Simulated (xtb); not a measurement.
**Geometry relaxation of CH5ClSi (part 4 of 4)**

CH5ClSi, SMILES [H][Si]([H])(C)Cl; GFN2-xTB (xtb 6.7.1). The geometry comes from this level: GFN2-xTB.

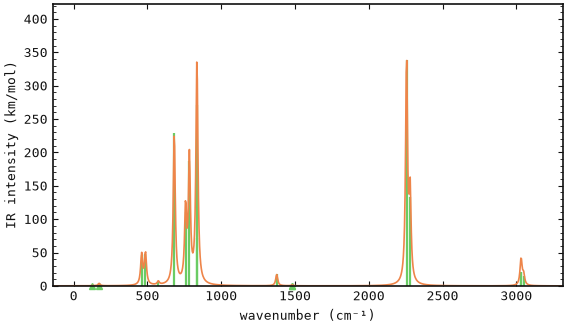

Fig. 1: Harmonic infrared spectrum, unscaled: sticks (degenerate modes added up, dark ones marked on the axis) with a Lorentzian envelope of 16 cm⁻¹ full width, scaled to the tallest stick. 18 modes from 123 to 3049 cm⁻¹, none imaginary. The strongest line is at 2256 cm⁻¹ (338 km/mol).

This output came from the following input.

**Input (mol.xyz)**
```
8

Si     0.468960    -0.673160     0.338110
H      0.453620    -0.709260     1.799300
H      1.839750    -0.727340    -0.165900
C     -0.426760     0.866180    -0.309360
H      0.029950     1.774000     0.072730
H     -1.472500     0.872760    -0.012210
H     -0.396070     0.915440    -1.395600
Cl    -0.496950    -2.318630    -0.327070
```

Launch command:
```bash
xtb mol.xyz --gfn2 --ohess vtight > out.txt 2> xtb.err
```

**Results in brief**

```tsv
quantity	value
outcome	converged
electrons treated	20
total energy	−11.011561 hartree
dispersion energy	−0.004092 hartree
basis functions	29
HOMO	−11.26 eV
LUMO	−5.16 eV
zero-point energy	0.053969 hartree
dipole moment	2.00 D
wavenumbers, lowest and highest	123 and 3049 cm⁻¹
hardware	1 thread of Intel Xeon @ 2.90GHz (Ice Lake), 192 GiB of memory available, shared host
peak memory	0.071 GiB
```
